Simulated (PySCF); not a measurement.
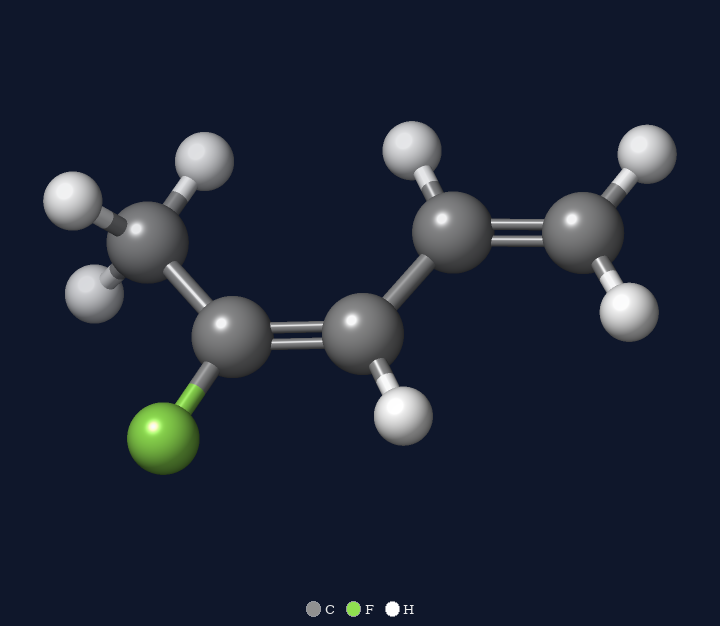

Ball-and-stick drawing of a structure. Multiple sticks mark multiple bonds (one Kekulé form).

The computed structure is the end point of a PBE0-D3(BJ)/def2-SVP optimisation. No frequency run is at hand to confirm it as a minimum.

What does the picture show?

The molecule is C₅H₇F. As SMILES it reads `C=C/C=C(\C)F`. It has no ring. Among its groups: alkene, C–F bond. Coordination: 4 C trigonal planar; 1 C tetrahedral.

The parts below concern this one geometry. Atoms keep their numbers from picture to picture.

## Levels of theory compared

No frequency run is at hand to confirm it as a minimum. Program: PySCF 2.14.0.

Compare dipole (D), HOMO–LUMO gap (eV) at these levels: B3LYP/pcJ-1; B97-2/pcSseg-2; PBE0/def2-SVPD; PBE0/pcSseg-1.

| level | dipole (D) | HOMO–LUMO gap (eV) |
| --- | --- | --- |
| B3LYP/pcJ-1 | 1.43 | 5.36 |
| B97-2/pcSseg-2 | 1.42 | 5.44 |
| PBE0/def2-SVPD | 1.44 | 5.74 |
| PBE0/pcSseg-1 | 1.45 | 5.76 |

## Core levels

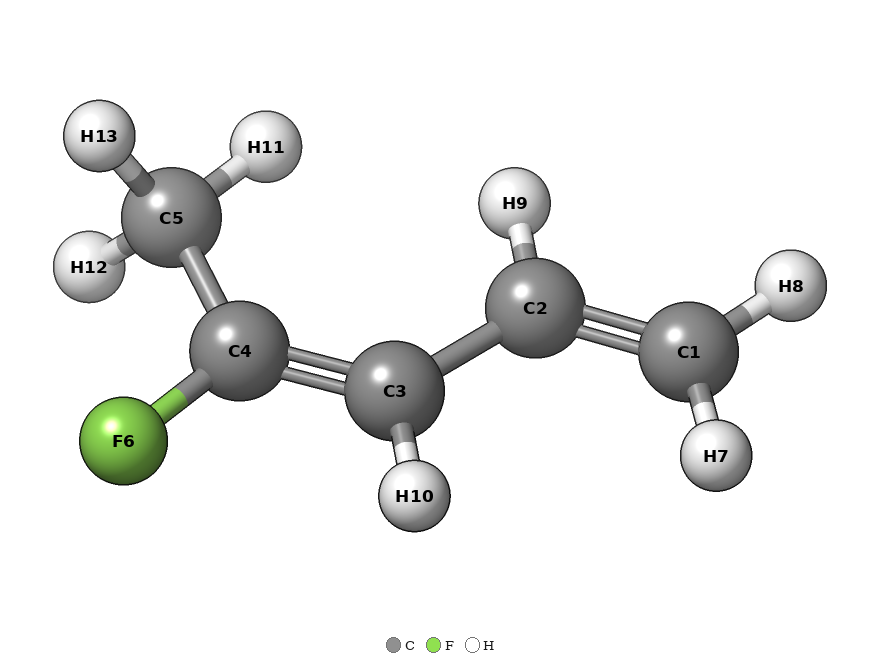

No frequency run is at hand to confirm it as a minimum. Method: delta-SCF UKS SCAN, pcX-2 on the ionised atom, pcseg-1 elsewhere, spin-free X2C (PySCF 2.14.0).

Give the core-electron binding energies (to vacuum) of C1 1s, C2 1s, C3 1s, C4 1s, C5 1s, F6 1s.

| atom | level | binding energy (eV) |
| --- | --- | --- |
| C1 | 1s | 289.8 |
| C2 | 1s | 290.7 |
| C3 | 1s | 290.4 |
| C4 | 1s | 292.4 |
| C5 | 1s | 291.3 |
| F6 | 1s | 692.7 |

## Spin–spin coupling

No frequency run is at hand to confirm it as a minimum. Properties computed with B3LYP/pcJ-1 indirect spin-spin coupling, non-relativistic, gas phase (PySCF 2.14.0). Isotopes: 13C, 19F, 1H.

Give the spin–spin coupling constants of these pairs, with the number of bonds between them: C4/F6, C3/F6, C5/F6, C2/F6, F6/H13, F6/H12, F6/H10, F6/H11.

```tsv
pair	bonds apart	J (Hz)
C4, F6	1	−329.9
C3, F6	2	28.4
C5, F6	2	28.1
C2, F6	3	5.2
F6, H13	3	−1.4
F6, H12	3	1.3
F6, H10	3	19.5
F6, H11	3	49.7
```

Density functionals are unreliable for couplings to fluorine, so those rows may be far off.

## Bond orders

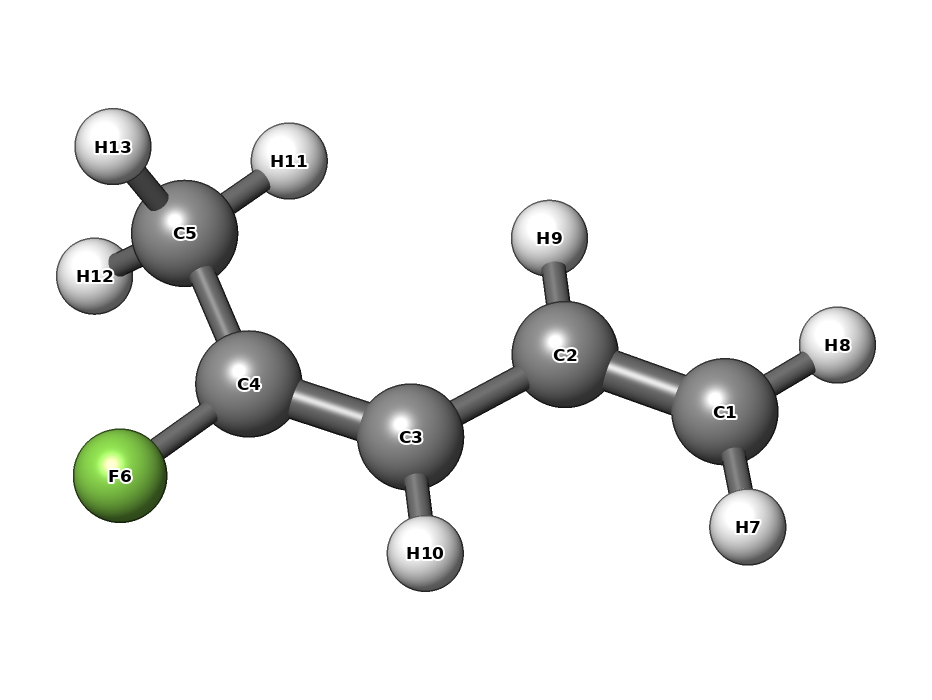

The thickness of each stick grows with its Mayer bond order. No frequency run is at hand to confirm it as a minimum. Computed with PBE0/pcSseg-1 (PySCF 2.14.0).

**Which bond has the highest Mayer bond order?**

C1–C2, 1.90, at a length of 1.341 Å.

List the Mayer bond orders of C1–C2, C1–H7, C1–H8, C2–C3, C2–H9, C3–C4, C3–H10, C4–C5, C4–F6, C5–H11, C5–H12, C5–H13. Atoms whose distances differ by more than 0.02 Å in this geometry are listed apart.

```
  bond  Mayer order  length (Å)
 C1–C2         1.90       1.341
 C1–H7         0.96       1.094
 C1–H8         0.95       1.092
 C2–C3         1.08       1.449
 C2–H9         0.95       1.096
 C3–C4         1.80       1.342
C3–H10         0.94       1.094
 C4–C5         1.08       1.483
 C4–F6         0.90       1.340
C5–H11         0.95       1.096
C5–H12         0.94       1.102
C5–H13         0.94       1.102
```
